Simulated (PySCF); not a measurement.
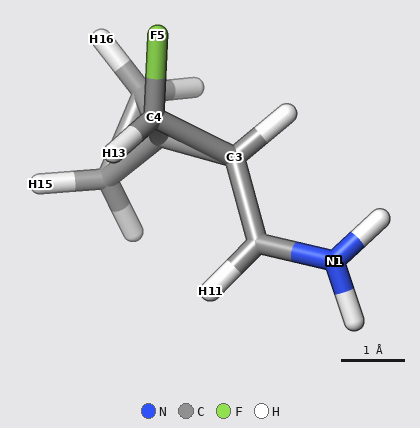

*The structure as given in the input (stick view, seen at a tilt; atoms are numbered from 1 in the order of the input).*

C6H9FN: EPR calculation

- system: C6H9FN, multiplicity 2
- method: UKS B3LYP, pcH-1 on C F H N, non-relativistic, mean-field spin-orbit, GIAO (PySCF 2.14.0)

It belongs to a series of runs on one base structure; here: H added to N.

**Log**
```
UKS, coarse grid
  cycle   1  E = -388.46896820  |g| = 4.26e-01
  cycle   2  E = -388.42967548  |g| = 5.73e-01
  cycle   3  E = -388.54186036  |g| = 6.09e-02
  cycle   4  E = -388.54291078  |g| = 3.53e-02
  cycle   5  E = -388.54347516  |g| = 7.36e-03
  cycle   6  E = -388.54349840  |g| = 3.59e-03
  cycle   7  E = -388.54350517  |g| = 8.86e-04
UKS, final grid
  cycle   1  E = -388.54351608  |g| = 9.55e-04
  cycle   2  E = -388.54351572  |g| = 1.40e-03
  cycle   3  E = -388.54351650  |g| = 1.20e-04
  cycle   4  E = -388.54351651  |g| = 7.21e-05
  cycle   5  E = -388.54351652  |g| = 3.16e-05
  cycle   6  E = -388.54351652  |g| = 7.61e-06
E = -388.54351652 Eh   <S^2> = 0.7542 (exact 0.7500)
g shifts (ppm)      1          2          3
  rmc          -188       -188       -188
  gc             13         28         30
  oz_so          78        524       1146
  total         -96        364        988
hyperfine (MHz)  atom isotope    a_iso     a_fc   dipolar eigenvalues
    0   14N      17.15      17.15    -11.47    -11.06     22.53
    1   13C      87.97      87.97    -68.81    -68.12    136.92
    2   13C     -34.90     -34.90     -4.73     -0.11      4.83
    3   13C     101.83     101.83     -9.49     -9.13     18.62
    4   19F      59.06      59.06    -37.06    -30.35     67.41
    5   13C      44.13      44.13     -4.33     -3.78      8.11
    6   13C      -0.27      -0.27     -0.84     -0.39      1.23
    7   13C       0.21       0.21     -0.49     -0.33      0.83
    8    1H       3.59       3.59    -12.70     -5.27     17.97
    9    1H      21.54      21.54    -12.30     -6.43     18.73
   10    1H     -44.27     -44.27    -32.12     -0.23     32.35
   11    1H       9.89       9.89     -3.94     -3.02      6.97
   12    1H      -5.51      -5.51     -5.01     -1.81      6.81
   13    1H      -0.03      -0.03     -2.29     -1.39      3.68
   14    1H      -0.28      -0.28     -1.17     -1.01      2.17
   15    1H       1.62       1.62     -0.96     -0.63      1.59
   16    1H       3.28       3.28     -1.28     -0.92      2.20
```

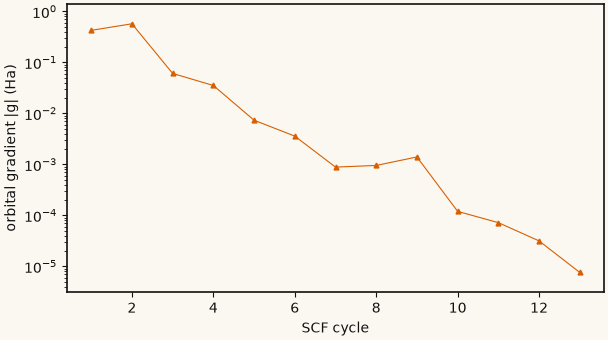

*Convergence of the self-consistent field: orbital gradient |g| against the SCF cycle.*

All cycles printed in the log are drawn one after another.

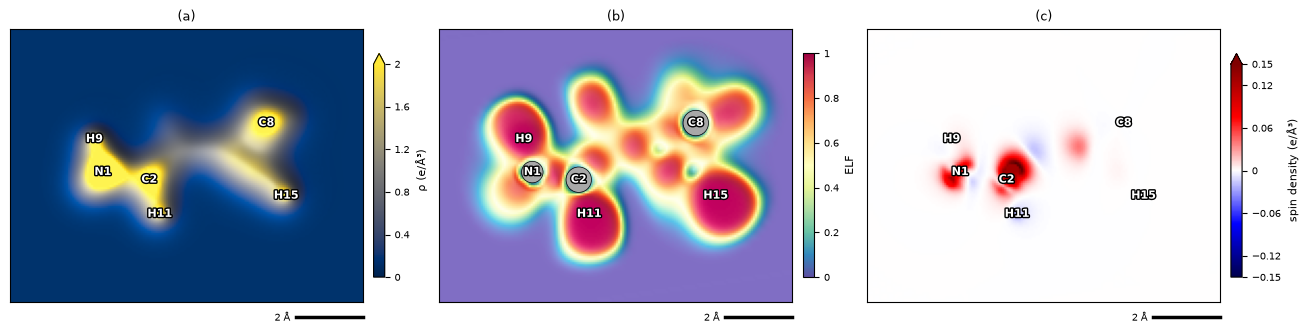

*(a) total electron density; (b) electron localisation function; (c) spin density on the plane of atoms C2, N1 and H9. Grey discs, where drawn, cover atomic cores.*

N–H (1.01 Å): ρ at the midpoint is about 2.9 e/Å³, with its minimum of 2.3 e/Å³ about 0.7 Å from N; the ELF climbs to about 1 towards the hydrogen, as it does in any bond to H (a covalent bond by its length). The unpaired spin (1 electron) lies mostly on C2 (about 0.6) and N1 (about 0.2), in electrons by Hirshfeld's partition.

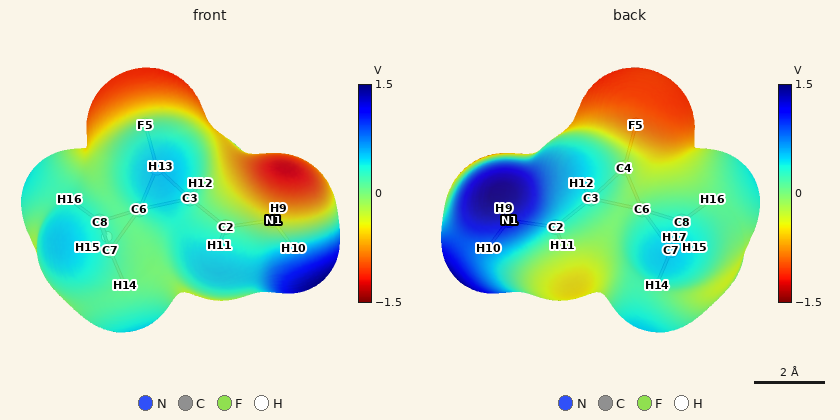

*The electrostatic potential painted on the density surface at 0.001 e/bohr³, seen face on and from behind; the colour scale runs from red (negative) to blue (positive).*

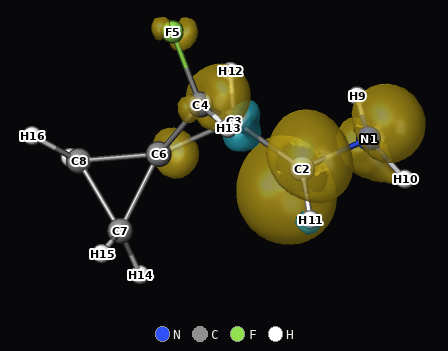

*Isosurfaces of the spin density (α minus β) at +0.03 (yellow) and −0.03 e/Å³ (cyan), seen at a tilt.*

The unpaired spin (1 electron) lies mostly on C2 (about 0.6) and N1 (about 0.2), in electrons by Hirshfeld's partition.

This output came from the following input.

**The input**
```
{"job": {"kind": "epr", "basis": "pcH-1"}, "charge": 0, "multiplicity": 2}
N      2.888322     0.001366    -0.692911
C      1.566438    -0.419701    -0.534897
C      0.635834     0.368079     0.242850
C     -0.075716    -0.204369     1.490744
F     -0.249501     0.626690     2.565136
C     -0.830185     0.065305     0.257452
C     -1.809660    -0.661324    -0.582299
C     -2.088610     0.748300    -0.116634
H      3.002183     1.005773    -0.662773
H      3.366388    -0.417092    -1.478953
H      1.377463    -1.464211    -0.706288
H      0.900417     1.417077     0.342244
H      0.128897    -1.213943     1.825815
H     -1.569806    -0.814978    -1.624242
H     -2.370499    -1.471189    -0.138461
H     -2.836760     0.900771     0.647973
H     -2.042204     1.545478    -0.844665
```

The first line tells a small driver script what to run in PySCF; the rest is the geometry in Å.

Launched with:
```bash
OMP_NUM_THREADS=1 python <driver script> task.json out
```

**Summary**

```tsv
quantity	value
outcome	converged
total energy	−388.543517 hartree
⟨S²⟩	0.754
isotropic g	2.0027
hardware	1 CPU thread, shared host
wall time	63 s
peak memory	1.1 GiB
```
